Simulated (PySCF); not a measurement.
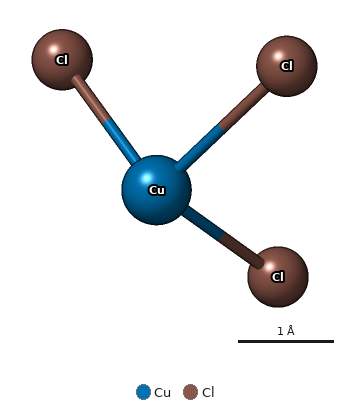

The input geometry (ball-and-stick view, seen at a tilt). Sticks mark near contacts.

Run report: CuCl₃, single-point calculation

- system: CuCl₃, multiplicity 3
- method: UKS-based PBE0, Cu def2-TZVP, Cl def2-TZVP; non-relativistic Hamiltonian; density fitting (PySCF 2.14.0)

**The program's output**
```
init E= -3020.30571092994
  alpha nocc = 41  HOMO = -0.100209142150782  LUMO = -0.0394919126794804
  beta  nocc = 39  HOMO = -0.121684094121211  LUMO = -0.10024198519401
cycle= 1 E= -3017.7970316904  delta_E= 2.51  |g|= 3.57  |ddm|= 1.55
  alpha nocc = 41  HOMO = -0.311216285744522  LUMO = -0.280715524242478
  beta  nocc = 39  HOMO = -0.320839698745059  LUMO = -0.304445858760906
  HOMO = -0.311216285745  LUMO = -0.304445858761  gap/eV = 0.18423
cycle= 2 E= -3006.91838340186  delta_E= 10.9  |g|= 7.49  |ddm|= 5.85
  alpha nocc = 41  HOMO = -0.353246190772882  LUMO = -0.0736804068280748
  beta  nocc = 39  HOMO = -0.345474092415132  LUMO = -0.331035118337212
  HOMO = -0.345474092415  LUMO = -0.331035118337  gap/eV = 0.39290
cycle= 3 E= -3019.80632322952  delta_E= -12.9  |g|= 1.96  |ddm|= 5.11
  alpha nocc = 41  HOMO = -0.306624972651518  LUMO = -0.128981086509921
  beta  nocc = 39  HOMO = -0.286669924459307  LUMO = -0.229952570300765
  HOMO = -0.286669924459  LUMO = -0.229952570301  gap/eV = 1.54336
cycle= 4 E= -3020.15797530168  delta_E= -0.352  |g|= 0.89  |ddm|= 0.624
  alpha nocc = 41  HOMO = -0.330182561285298  LUMO = -0.0554934212756031
  beta  nocc = 39  HOMO = -0.327554012792476  LUMO = -0.235325533437115
  HOMO = -0.327554012792  LUMO = -0.235325533437  gap/eV = 2.50966
cycle= 5 E= -3020.46329858006  delta_E= -0.305  |g|= 0.148  |ddm|= 0.758
  alpha nocc = 41  HOMO = -0.333297157901528  LUMO = -0.064575605327736
  beta  nocc = 39  HOMO = -0.322931557197219  LUMO = -0.220970041636978
  HOMO = -0.322931557197  LUMO = -0.220970041637  gap/eV = 2.77451
cycle= 6 E= -3020.47029303126  delta_E= -0.00699  |g|= 0.111  |ddm|= 0.103
  alpha nocc = 41  HOMO = -0.333170607541205  LUMO = -0.0673338867226292
  beta  nocc = 39  HOMO = -0.319929683637767  LUMO = -0.219285436022603
  HOMO = -0.319929683638  LUMO = -0.219285436023  gap/eV = 2.73867
cycle= 7 E= -3020.4726272545  delta_E= -0.00233  |g|= 0.0545  |ddm|= 0.0364
  alpha nocc = 41  HOMO = -0.336564862432366  LUMO = -0.0708069522472776
  beta  nocc = 39  HOMO = -0.321200510415401  LUMO = -0.221691167774887
  HOMO = -0.321200510415  LUMO = -0.221691167775  gap/eV = 2.70779
cycle= 8 E= -3020.47357308318  delta_E= -0.000946  |g|= 0.0108  |ddm|= 0.0423
  alpha nocc = 41  HOMO = -0.33617562813802  LUMO = -0.070695481952491
  beta  nocc = 39  HOMO = -0.320403610750624  LUMO = -0.220658754348485
  HOMO = -0.320403610751  LUMO = -0.220658754348  gap/eV = 2.71420
cycle= 9 E= -3020.47370830151  delta_E= -0.000135  |g|= 0.00467  |ddm|= 0.0229
  alpha nocc = 41  HOMO = -0.336266738565075  LUMO = -0.0707470251648594
  beta  nocc = 39  HOMO = -0.320268263520944  LUMO = -0.220869114617307
  HOMO = -0.320268263521  LUMO = -0.220869114617  gap/eV = 2.70479
cycle= 10 E= -3020.47375416804  delta_E= -4.59e-05  |g|= 0.00308  |ddm|= 0.015
  alpha nocc = 41  HOMO = -0.336468161435012  LUMO = -0.0709096853227003
  beta  nocc = 39  HOMO = -0.320254795195614  LUMO = -0.221001178572334
  HOMO = -0.320254795196  LUMO = -0.221001178572  gap/eV = 2.70083
cycle= 11 E= -3020.47377676757  delta_E= -2.26e-05  |g|= 0.00138  |ddm|= 0.0113
  alpha nocc = 41  HOMO = -0.336516173804555  LUMO = -0.0709732341066776
  beta  nocc = 39  HOMO = -0.3201705285557  LUMO = -0.221141553517262
  HOMO = -0.320170528556  LUMO = -0.221141553517  gap/eV = 2.69472
cycle= 12 E= -3020.47378445933  delta_E= -7.69e-06  |g|= 0.000679  |ddm|= 0.00773
  alpha nocc = 41  HOMO = -0.336524379885952  LUMO = -0.0709467971832858
  beta  nocc = 39  HOMO = -0.320065636299422  LUMO = -0.221183831787083
  HOMO = -0.320065636299  LUMO = -0.221183831787  gap/eV = 2.69071
cycle= 13 E= -3020.47378651382  delta_E= -2.05e-06  |g|= 0.000507  |ddm|= 0.00448
  alpha nocc = 41  HOMO = -0.336542803806881  LUMO = -0.0709612148288805
  beta  nocc = 39  HOMO = -0.320001507211421  LUMO = -0.221231825692567
  HOMO = -0.320001507211  LUMO = -0.221231825693  gap/eV = 2.68766
cycle= 14 E= -3020.4737869492  delta_E= -4.35e-07  |g|= 0.000357  |ddm|= 0.0024
  alpha nocc = 41  HOMO = -0.336560008522961  LUMO = -0.0709890290451867
  beta  nocc = 39  HOMO = -0.319982978225728  LUMO = -0.22125929676611
  HOMO = -0.319982978226  LUMO = -0.221259296766  gap/eV = 2.68641
cycle= 15 E= -3020.4737869909  delta_E= -4.17e-08  |g|= 0.000141  |ddm|= 0.000575
  alpha nocc = 41  HOMO = -0.336559285085527  LUMO = -0.0709813723528931
  beta  nocc = 39  HOMO = -0.319986633840381  LUMO = -0.221258948834837
  HOMO = -0.31998663384  LUMO = -0.221258948835  gap/eV = 2.68652
cycle= 16 E= -3020.47378699626  delta_E= -5.35e-09  |g|= 9.45e-06  |ddm|= 0.000151
  alpha nocc = 41  HOMO = -0.336558739852709  LUMO = -0.0709829757142728
  beta  nocc = 39  HOMO = -0.319984633661582  LUMO = -0.221258409891597
  HOMO = -0.319984633662  LUMO = -0.221258409892  gap/eV = 2.68648
```

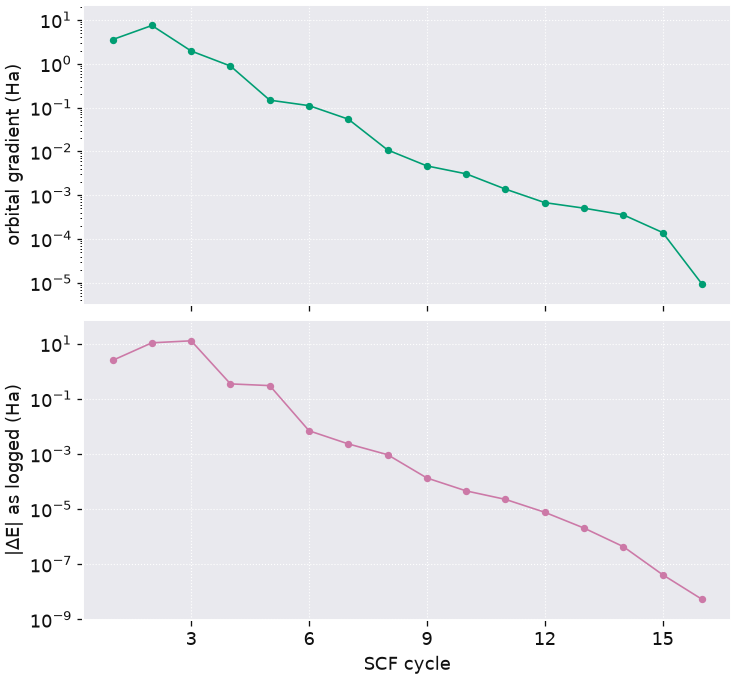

Convergence of the self-consistent field: orbital gradient and size of the energy change against the SCF cycle. The residual comes down, with one marked jump up, by a factor of about 2, at step 2.

```
Extra cycle  E= -3020.47378699598  delta_E= 2.74e-10  |g|= 3.68e-05  |ddm|= 2.46e-05
converged SCF energy = -3020.47378699598  <S^2> = 2.0090079  2S+1 = 3.0059993
```

This output came from the following input.

**Input file**
```python
from pyscf import gto, scf, dft
mol = gto.M(atom='''
Cu     0.000000     0.000000     0.000000
Cl     1.863000     0.000000     0.990600
Cl    -0.931500     1.613400     0.990600
Cl    -0.931500    -1.613400     0.990600''',
    basis={'Cu': 'def2-TZVP', 'Cl': 'def2-TZVP'},
    charge=0, spin=2)
mf = dft.UKS(mol, xc='PBE0')
mf.grids.atom_grid = (50, 194)
aux = {'Cu': 'def2-universal-JKFIT', 'Cl': 'def2-universal-JKFIT'}
mf = mf.density_fit(auxbasis=aux)
mf.conv_tol = 1e-08
mf.diis_space = 10
mf.max_cycle = 60
mf.init_guess = 'minao'
mf.verbose = 4
mf.kernel()
```

The script is an equivalent of the set-up of the self-consistent field. The run itself was carried out by a driver, which started from the orbitals of the step before it where there was one and computed the further properties.

Launched with:
```bash
OMP_NUM_THREADS=4 python axn.py task.json out
```

**Key numbers**

- outcome: converged
- SCF energy: −3020.473787 hartree
- hardware: 4 threads of Arm Neoverse V1, 24 GiB of memory available, shared host
- wall time: 57 s (CPU time 2.8 min)
- peak memory: 0.66 GiB
